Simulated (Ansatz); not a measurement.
# Pressure series in MoP

The parent structure is MoP (space group P-6m2, No. 187).

```
MoP
1.0
    3.24080     0.00000     0.00000
   -1.62040     2.80662     0.00000
    0.00000     0.00000     3.19537
Mo P
1 1
Direct
  0.00000   0.00000   0.00000
  0.66667   0.33333   0.50000
```

Cell and atoms are relaxed at each pressure.

Level of theory: DFT with PBE, PAW potentials and a 420 eV plane-wave cutoff in Ansatz (a quantum-chemistry and plane-wave program), no SOC.

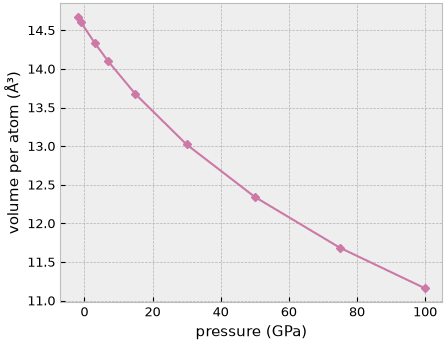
Figure: Volume against pressure

Estimate the zero-pressure bulk modulus from the plot.

About 220 GPa; a third-order Birch–Murnaghan fit to the points gives V₀ = 14.53 Å³/atom, B₀ = 217 GPa and B₀′ = 4.2.

Load acts through the strain it causes; cell and atoms are relaxed under it. No phonon test of stability was made. No other phases were tried under pressure. All final runs are without spin polarisation. An odd electron count without spin: MoP.
